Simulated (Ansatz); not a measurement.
# Ge2Sb2S: properties of a relaxed candidate

This session takes a relaxed cell of Ge2Sb2S and sets out to see whether it has a gap, which orbitals make up the states near it and how charge is shared.

Computed with Ansatz 0.2.0 (DFT PBE, scalar-relativistic, plane waves, PAW, unless a step's input says otherwise).

1 further run of the same task is left out (set aside as unsound or not needed).

### Step 1. Starting point

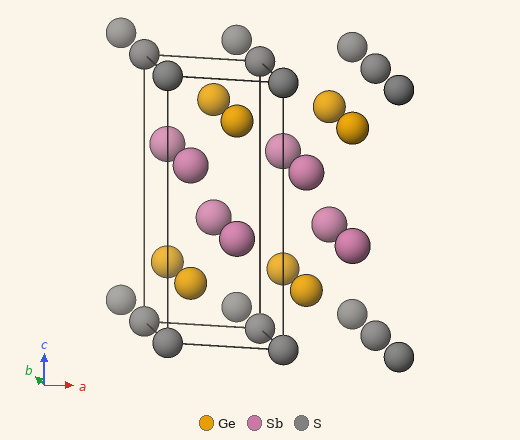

The starting structure, seen slightly off an axis (germanium amber, antimony pink, sulfur grey). 2×2×1 cells are drawn. Atoms on the faces are drawn again on the opposite ones.

Coordinates:

```
CELL_PARAMETERS angstrom
3.95059 0.00000 0.00000
-1.97530 3.42131 0.00000
0.00000 0.00000 8.76820
ATOMIC_POSITIONS crystal
Ge 0.33333 0.66667 0.17835
Ge 0.66667 0.33333 0.82165
Sb 0.33333 0.66667 0.61958
Sb 0.66667 0.33333 0.38042
S 0.00000 0.00000 0.00000
```

The cell was relaxed beforehand at this level, from a database cell with other species swapped in; it needn't be the stable form of this composition. At a tolerance of 0.05 Å it has space group P-3m1 (No. 164); it has 23.70 Å³/atom, an uncorrected energy of +0.14 eV/atom over the elements.

### Step 2. Bands, states and charges

Input file input.yaml:

```yaml
crystal:
  lattice:
    - [3.9505908328, 0.0, 0.0]
    - [-1.9752954164, 3.4213120212, 0.0]
    - [0.0, 0.0, 8.7682043665]
  atoms:
    - { symbol: Ge, position: [0.3333333333, 0.6666666667, 0.1783536655] }
    - { symbol: Ge, position: [0.6666666667, 0.3333333333, 0.8216463345] }
    - { symbol: Sb, position: [0.3333333333, 0.6666666667, 0.6195829793] }
    - { symbol: Sb, position: [0.6666666667, 0.3333333333, 0.3804170207] }
    - { symbol: S, position: [0.0, 0.0, 0.0] }
basis:
  ecutwfc: 420
kpoints:
  mp_grid: { grid: [12, 12, 4] }
  band_path:
    path:
      - [[0.0, 0.0, 0.0], [0.5, 0.0, 0.0], [0.33333333, 0.33333333, 0.0], [0.0, 0.0, 0.0], [0.0, 0.0, 0.5], [0.5, 0.0, 0.5], [0.33333333, 0.33333333, 0.5], [0.0, 0.0, 0.5]]
      - [[0.5, 0.0, 0.5], [0.5, 0.0, 0.0]]
      - [[0.33333333, 0.33333333, 0.5], [0.33333333, 0.33333333, 0.0]]
    npoints: 14
hamiltonian:
  xc: pbe
scf:
  occupations: { method: gaussian, width: 0.1 }
  n_extra_bands: 12
output:
  forces: true
  stress: true
  eigenvalues: true
  populations: true
  dos: { projected: true, de: 0.02, nscf_kmesh: { grid: [15, 15, 5] } }
  bader: true
```

Launch:

```bash
ansatz run input.yaml --threads 1 --pin off --max-ram 2560MiB --backend cpu --events-out ev --progress --plain --runs-dir out
```

The log of the run:

```text
Warning: RAYON_NUM_THREADS=1 ignored (pool sized by the plan → 1); use --threads N
scf.n_extra_bands = 12 over 32 filled bands (N_el = 64.0): the run solves 44 bands
Engine: ansatz 0.2.0, aarch64-unknown-linux-gnu
Pseudopotentials: kind: paw
Pseudopotential: Ge, paw, valence charge 14, recommended cutoff 420 eV (normal), Ge.paw.azcp
Pseudopotential: Sb, paw, valence charge 15, recommended cutoff 420 eV (normal), Sb.paw.azcp
Pseudopotential: S, paw, valence charge 6, recommended cutoff 420 eV (normal), S.paw.azcp
Functional definition: PBE
  parameter kappa = 0.804
  parameter beta = 0.06672455060314922
  exchange = pbe_x(kappa = kappa, mu = beta*pi^2/3)
  correlation = pbe_c(beta = beta)
Crystal: 5 atoms, lattice volume = 118.513 Å³
Basis set: ecut = 420 eV, 2333 PW (Γ), exchange–correlation on 54×54×120 points (8 copies of the dense FFT grid, shifted against one another)
Bands: 44, of which v1, the nominal top of the filled ones, is band 32 counted from 1 (31 counted from 0)
Symmetry: 12 space group operations
Space group: P-3m1 (ITA 164), of the structure as read, at distance tolerance 4.9e-5 Å
k-points: 69 of 576
Non-local potential: Ge, projectors of the file, l = 0: 2, l = 1: 2, l = 2: 3, l = 3: 1
Non-local potential: Sb, projectors of the file, l = 0: 2, l = 1: 2, l = 2: 2, l = 3: 2
Non-local potential: S, projectors of the file, l = 0: 2, l = 1: 2, l = 2: 2
PAW form: soft (Blöchl's): semilocal exchange-correlation on the pseudo side does not see the compensation charge
PAW one-centre angular grid: Ge, 590 points (default); XC on 64 Gauss nodes
PAW one-centre angular grid: Sb, 590 points (default); XC on 64 Gauss nodes
PAW one-centre angular grid: S, 110 points (default); XC on 64 Gauss nodes
Initial density: superposition of atomic densities (neutral atoms: chi_scale 0, normalization atom), corrected by the library's trained network
Initial wavefunctions: pseudopotential atomic-orbital guess
Functional: x = pbe(κ = 0.804, μ = 0.2195149727645171), c = pbe(β = 0.06672455060314922)
SCF iter   1: F=—  HF=-22460.320277 eV  |F-HF|=—  |Δ(HF+E_count)|=         —  Δρ=2.41e-3  dr2=1.26e-2  ethr=1.77e-3  ⟨swp⟩=7.8  Hψ=13612  notcnv=0  defer=98
preconditioner: auto → Kerker (q_TF=auto, 2.462 Å⁻¹)  [metal: Δε(μ)=0.007 eV  Ē_g=10.097 eV  σ=0.100 eV  W_gap=0.04  n_scr=36 (ndim 8)  ℏωp=16.7 eV  f_vac=0.000  D(μ)=2.64/eV (n_scr^D=22)]
SCF iter   2: F=—  HF=-22460.317887 eV  |F-HF|=—  |Δ(HF+E_count)|=   2.39e-3  Δρ=1.40e-3  dr2=4.97e-3  ethr=1.97e-5  ⟨swp⟩=2.3  Hψ=5517  notcnv=0  defer=118
SCF iter   3: F=—  HF=-22460.318127 eV  |F-HF|=—  |Δ(HF+E_count)|=   2.40e-4  Δρ=6.89e-4  dr2=7.02e-4  ethr=7.77e-6  ⟨swp⟩=2.0  Hψ=4966  notcnv=0  defer=118
SCF iter   4: F=—  HF=-22460.317837 eV  |F-HF|=—  |Δ(HF+E_count)|=   2.91e-4  Δρ=3.10e-4  dr2=1.82e-4  ethr=1.10e-6  ⟨swp⟩=2.4  Hψ=4771  notcnv=0  defer=118
SCF iter   5: F=—  HF=-22460.317828 eV  |F-HF|=—  |Δ(HF+E_count)|=   8.62e-6  Δρ=1.32e-4  dr2=4.61e-5  ethr=2.85e-7  ⟨swp⟩=2.0  Hψ=4985  notcnv=0  defer=118
SCF iter   6: F=—  HF=-22460.317788 eV  |F-HF|=—  |Δ(HF+E_count)|=   3.95e-5  Δρ=6.28e-5  dr2=6.26e-6  ethr=7.21e-8  ⟨swp⟩=2.0  Hψ=4252  notcnv=0  defer=118
SCF iter   7: F=—  HF=-22460.317789 eV  |F-HF|=—  |Δ(HF+E_count)|=   5.81e-7  Δρ=1.60e-5  dr2=7.28e-7  ethr=9.78e-9  ⟨swp⟩=2.0  Hψ=4302  notcnv=0  defer=118
SCF iter   8: F=-22460.317789 eV  HF=-22460.317789 eV  |F-HF|=3.06e-8  |Δ(HF+E_count)|=   5.55e-9  Δρ=4.04e-6  dr2=5.52e-8  ethr=1.56e-10  ⟨swp⟩=9.3  Hψ=15145  notcnv=0
SCF 1 converged in 8 iterations: F = -22460.317789 eV  dr2 = 5.52e-8
NSCF: frozen V_eff on 129 k-points
NSCF: frozen V_eff on 119 k-points
SCF converged after 8 iterations
Free energy (F): -22460.317789 eV
Harris-Foulkes:  -22460.317789 eV  (|F-HF|=3.06e-8)
Internal energy: -22460.304579 eV  (E = F + TS)
E sigma→0 (E₀):  -22460.311184 eV
Entropy (-TS):   -0.013210 eV (-2.642 meV/atom)
Fermi energy:    9.586090 eV
--- Per-component energies (eV) ---
  E_band       = -596.481002
  E_kinetic    = 737.771224
  E_local      = -7953.770977  (includes V_loc(G=0)·N_el)
  E_nonlocal   = 1582.867411
  E_hartree    = 3524.319540
  E_xc         = -523.698675
  E_vxc        = -407.008617  (∫ρ·V_xc dr)
  E_paw        = -13782.761402  (= ΣΔE_a)
  E_vpaw       = -1604.980537  (= ΣTr[D̂ρ^β])
  E_aug_tail   = 0.000628  (compensation charges beyond the density's cutoff)
  E_ewald      = -6045.032328
  E_smearing   = -0.013210  (= −TS)
  E_closure    = 0.000000  (closes the sum)
  Σ components = -22460.317789   (vs F -22460.317789, Δ=0.00e0)
--- Forces (eV/Å), atoms counted from 1 ---
  atom   1  Ge     0.00000000    -0.00000000     0.00243914
  atom   2  Ge     0.00000000     0.00000000    -0.00243914
  atom   3  Sb    -0.00000000    -0.00000000     0.00039732
  atom   4  Sb     0.00000000     0.00000000    -0.00039732
  atom   5  S      0.00000000     0.00000000     0.00000000
  max |Σ_I F_I| component: 2.31e-18 eV/Å
--- Stress (GPa, compression-positive) ---
        0.011249       0.000000       0.000000
        0.000000       0.011249       0.000000
        0.000000       0.000000       0.010662
  P = ⅓ Tr σ = 0.0111 GPa (0.111 kbar)
--- Band table (eV; the first three rows and the last of 69) ---
  k-point 0: bands = ["-19.4626", "-19.4626", "-19.4344", "-19.4254", "-19.4254", "-19.3874", "-19.3838", "-19.3838", "-19.3430", "-19.3430", "-15.2519", "-15.2513", "-15.2502", "-15.2502", "-15.2494", "-15.2494", "-15.2385", "-15.2385", "-15.2376", "-15.2376", "-4.4692", "-2.3045", "-1.2174", "2.8666", "3.6678", "7.0429", "7.0429", "8.5349", "8.6869", "9.2336", "9.2336", "10.7594", "10.7594", "11.5586", "11.5586", "11.7491", "11.8528", "13.0660", "13.0660", "14.0429", "16.0302", "16.0302", "16.2000", "16.2245"]
  k-point 1: bands = ["-19.4626", "-19.4626", "-19.4344", "-19.4254", "-19.4254", "-19.3874", "-19.3838", "-19.3838", "-19.3430", "-19.3430", "-15.2518", "-15.2514", "-15.2502", "-15.2502", "-15.2494", "-15.2494", "-15.2385", "-15.2385", "-15.2376", "-15.2376", "-4.4474", "-2.5273", "-0.7932", "1.9718", "4.5715", "7.0420", "7.0420", "7.8277", "9.3162", "9.3162", "9.3529", "10.4216", "10.4216", "10.9144", "11.8925", "11.8925", "12.7457", "13.0744", "13.0744", "14.0489", "15.2824", "16.2437", "16.2437", "16.5808"]
  k-point 2: bands = ["-19.4626", "-19.4626", "-19.4344", "-19.4254", "-19.4254", "-19.3874", "-19.3838", "-19.3838", "-19.3430", "-19.3430", "-15.2517", "-15.2515", "-15.2502", "-15.2502", "-15.2494", "-15.2494", "-15.2385", "-15.2385", "-15.2376", "-15.2376", "-4.4240", "-2.6886", "-0.3176", "1.3032", "5.2247", "7.0411", "7.0411", "7.3393", "9.4336", "9.4336", "9.9920", "10.1446", "10.1446", "10.2115", "12.1272", "12.1272", "13.1008", "13.1008", "13.4173", "14.0583", "14.5202", "16.4479", "16.4479", "16.6342"]
  k-point 68: bands = ["-19.4669", "-19.4247", "-19.4247", "-19.4092", "-19.4088", "-19.4088", "-19.3841", "-19.3755", "-19.3755", "-19.3460", "-15.2563", "-15.2545", "-15.2545", "-15.2494", "-15.2479", "-15.2479", "-15.2363", "-15.2354", "-15.2354", "-15.2349", "-3.2151", "0.4858", "0.4858", "1.1778", "1.1778", "4.4970", "5.5138", "5.5138", "6.2169", "6.2169", "6.6290", "7.3026", "11.2684", "11.2684", "12.8853", "13.0542", "13.0542", "13.4629", "15.7255", "15.7255", "17.3574", "17.4110", "17.5206", "17.5206"]
--- Löwdin populations: 5 sites ---
  site symbol       q [e]
     0     Ge     13.9878
     1     Ge     13.9878
     2     Sb     14.8457
     3     Sb     14.8457
     4      S      6.1588
  spilling = 0.002721 (of n_electrons = 64.000000)
--- Bader charges: 5 sites ---
  site symbol  charge [e]  shift [e]
     0     Ge      0.4083     0.0001
     1     Ge      0.4084     0.0001
     2     Sb     -0.0360     0.0000
     3     Sb     -0.0360     0.0000
     4      S     -0.7447     0.0001
  estimated error of the sums over rays = 7.2e-4 e
```

Run time: 91 s. Hardware: 1 thread of Arm Neoverse V2, shared host; peak memory 0.66 GiB.

Per atom:

| atom | Löwdin electrons | Bader charge (e) | Bader volume (Å³) |
| --- | --- | --- | --- |
| Ge1 | 13.99 | +0.41 | 19.4 |
| Ge2 | 13.99 | +0.41 | 19.4 |
| Sb3 | 14.85 | -0.04 | 28.1 |
| Sb4 | 14.85 | -0.04 | 28.1 |
| S5 | 6.16 | -0.74 | 23.4 |

The Löwdin counts miss 0.17 of the 64 electrons, which the atomic orbitals do not span, so they are no charges.

bands.tsv at the labelled points (eV, zero at the Fermi level; the bands nearest the Fermi level):

```tsv
point	band 29	band 30	band 31	band 32	band 33	band 34	band 35	band 36
Γ	-0.90	-0.35	-0.35	1.17	1.17	1.97	1.97	2.16
M	-2.93	-2.12	-1.52	-1.29	-0.66	1.26	1.50	3.08
K	-4.24	-1.41	-1.41	-0.65	-0.24	-0.24	1.22	4.55
Γ	-0.90	-0.35	-0.35	1.17	1.17	1.97	1.97	2.16
A	-0.15	-0.15	0.41	0.56	0.56	0.62	2.54	2.54
L	-3.63	-2.08	-1.20	-0.65	0.49	0.60	2.03	2.55
H	-3.37	-3.37	-2.96	-2.28	1.68	1.68	3.30	3.47
A	-0.15	-0.15	0.41	0.56	0.56	0.62	2.54	2.54
L	-3.63	-2.08	-1.20	-0.65	0.49	0.60	2.03	2.55
M	-2.93	-2.12	-1.52	-1.29	-0.66	1.26	1.50	3.08
H	-3.37	-3.37	-2.96	-2.28	1.68	1.68	3.30	3.47
K	-4.24	-1.41	-1.41	-0.65	-0.24	-0.24	1.22	4.55
```

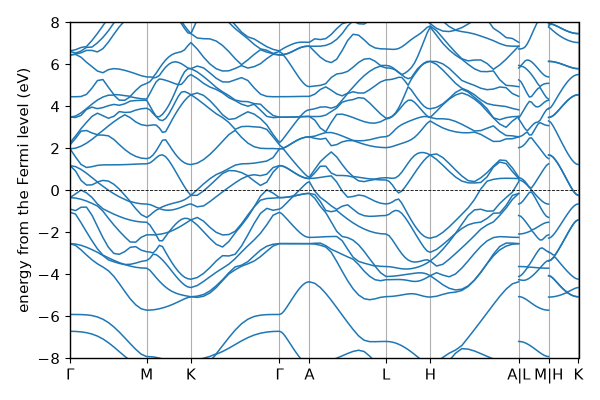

Bands along the path. Deeper bands lie below the window drawn.

States per cell in windows of 1 eV, from dos.tsv and pdos.tsv (zero at the Fermi level):

```csv
from,to,total,Ge 4s,Ge 4p,Sb 5s,Sb 5p,S 3p
-8,-7,2.26,1.11,0.08,0.45,0.31,0.23
-7,-6,0.52,0.16,0.03,0.20,0.06,0.05
-6,-5,1.03,0.10,0.31,0.12,0.21,0.28
-5,-4,2.11,0.07,0.67,0.07,0.56,0.73
-4,-3,3.27,0.12,0.82,0.10,0.98,1.22
-3,-2,2.93,0.17,0.54,0.09,1.18,0.90
-2,-1,2.37,0.24,0.44,0.06,1.17,0.40
-1,0,2.54,0.14,0.77,0.09,1.15,0.30
0,1,2.82,0.14,0.99,0.16,1.06,0.34
1,2,1.43,0.12,0.47,0.09,0.48,0.20
2,3,2.63,0.05,1.37,0.07,0.67,0.16
3,4,3.57,0.05,1.62,0.12,0.92,0.24
4,5,3.68,0.04,1.33,0.07,0.91,0.33
5,6,3.01,0.02,0.86,0.02,0.86,0.20
```

Below -8 eV lie 47 or so more states.

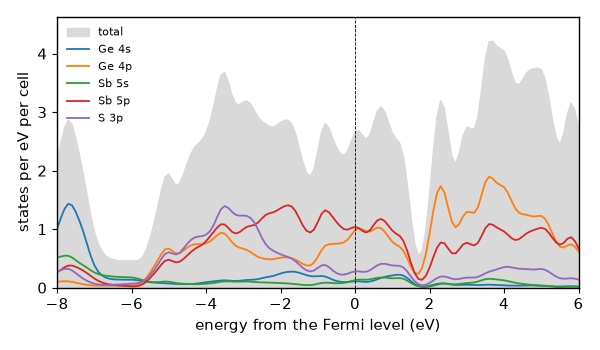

Total and projected density of states, smoothed over about 0.40 eV.

### Step 3. Changing settings: starting moments, n_extra_bands 16, spin_polarized true

Input file input.yaml:

```yaml
crystal:
  lattice:
    - [3.9505908328, 0.0, 0.0]
    - [-1.9752954164, 3.4213120212, 0.0]
    - [0.0, 0.0, 8.7682043665]
  atoms:
    - { symbol: Ge, position: [0.3333333333, 0.6666666667, 0.1783536655], spin: 3.0 }
    - { symbol: Ge, position: [0.6666666667, 0.3333333333, 0.8216463345], spin: 1.0 }
    - { symbol: Sb, position: [0.3333333333, 0.6666666667, 0.6195829793], spin: 3.0 }
    - { symbol: Sb, position: [0.6666666667, 0.3333333333, 0.3804170207], spin: 3.0 }
    - { symbol: S, position: [0.0, 0.0, 0.0], spin: 1.0 }
basis:
  ecutwfc: 420
kpoints:
  mp_grid: { grid: [12, 12, 4] }
hamiltonian:
  xc: pbe
scf:
  occupations: { method: gaussian, width: 0.1 }
  n_extra_bands: 16
output:
  forces: true
  eigenvalues: true
  stress: true
magnetization:
  spin_polarized: true
```

Launch:

```bash
ansatz run input.yaml --threads 1 --pin off --max-ram 2560MiB --backend cpu --events-out ev --progress --plain --runs-dir out
```

The log of the run, shortened:

```text
Warning: RAYON_NUM_THREADS=1 ignored (pool sized by the plan → 1); use --threads N
scf.n_extra_bands = 16 over 32 filled bands (N_el = 64.0): the run solves 48 bands
[...]
[... 5 set-up lines as earlier in the session ...]
[...]
Crystal: 5 atoms, lattice volume = 118.513 Å³
Basis set: ecut = 420 eV, 2333 PW (Γ), exchange–correlation on 54×54×120 points (8 copies of the dense FFT grid, shifted against one another)
Bands: 48, of which v1, the nominal top of the filled ones, is band 32 counted from 1 (31 counted from 0)
Symmetry: 6 space group operations
Space group: P3m1 (ITA 156), of the structure as read, at distance tolerance 4.9e-5 Å
Magnetic group: BNS 156.49 (UNI 1279), of the structure as read, at distance tolerance 4.9e-5 Å
k-points: 69 of 576 (time reversal used)
[...]
WARN: the starting moments were not kept: the SCF closed with an absolute magnetisation of 5.6e-6 μB, where they sum to 11 μB in size (5 sites). That is at most 0.1 of that sum. Measured as dr2_m measures the in/out step, that magnetisation stands 1.3e-12 eV from none, at or under the [...]
SCF converged after 16 iterations
Magnetization: 0.0000 μB (32.0000 up, 32.0000 down)
Absolute magnetization: 0.0000 μB (∫|ρ↑−ρ↓|, with the PAW one-centre terms)
Spin contamination: 0.0000 ħ² per cell (⟨S²⟩ above its minimum at these occupations)
Per-site moments (μB) at R_I (Å): [(3.3522218753595695e-8, 1.14076867155815), (-3.7678884457442753e-7, 1.14076867155815), (5.993545091729805e-7, 1.1913630160337152), (5.664283548855488e-7, 1.191363016033715), (1.141435147929108e-6, 1.14076867155815)]
Free energy (F): -22460.317789 eV
[...]
E sigma→0 (E₀):  -22460.311184 eV
Entropy (-TS):   -0.013210 eV (-2.642 meV/atom)
Fermi energy:    9.586061 eV
[...]
--- Forces (eV/Å), atoms counted from 1 ---
  atom   1  Ge     0.00000000    -0.00000000     0.00244542
  atom   2  Ge     0.00000000     0.00000000    -0.00244451
  atom   3  Sb     0.00000000    -0.00000000     0.00036831
  atom   4  Sb     0.00000000     0.00000000    -0.00036899
  atom   5  S      0.00000000     0.00000000    -0.00000077
[...]
--- Stress (GPa, compression-positive) ---
        0.011198       0.000000       0.000000
        0.000000       0.011198       0.000000
        0.000000       0.000000       0.010699
  P = ⅓ Tr σ = 0.0110 GPa (0.110 kbar)
--- Band table (eV; the first three rows and the last of 138) ---
[...]
```

Wall time 1.8 min (1 thread of Arm Neoverse V2, shared host); peak memory 0.75 GiB.

| run | ending | energy change | pressure (GPa) | gap (eV) | force (eV/Å) | cycles | time |
| --- | --- | --- | --- | --- | --- | --- | --- |
| step 2 | converged | 0 | 0.0 | 0.00 | 0.00 | 8 | 91 s |
| variant | converged | 0.0 meV/atom | 0.0 | 0.00 | 0.00 | 16 | 1.8 min |

With the changed spin polarisation and band count the energy stays within 0.5 meV/atom: no moment survives, so both runs end on the same non-magnetic state.

### Step 4. Results

| quantity | value |
| --- | --- |
| gap | none (metal) |
| states at the Fermi level | 2.97 per eV per cell |
| Bader charges | Ge +0.41, Sb -0.04, S -0.74 e |

There is no gap at this level. Of the projected weight within 0.25 eV of the Fermi level, the largest part is Sb 5p (40 %) and Ge 4p (38 %). Bader charges reach 0.7 e, so charge transfer in this metal is moderate. These runs have no spin-orbit coupling; with Sb it would split and shift bands.
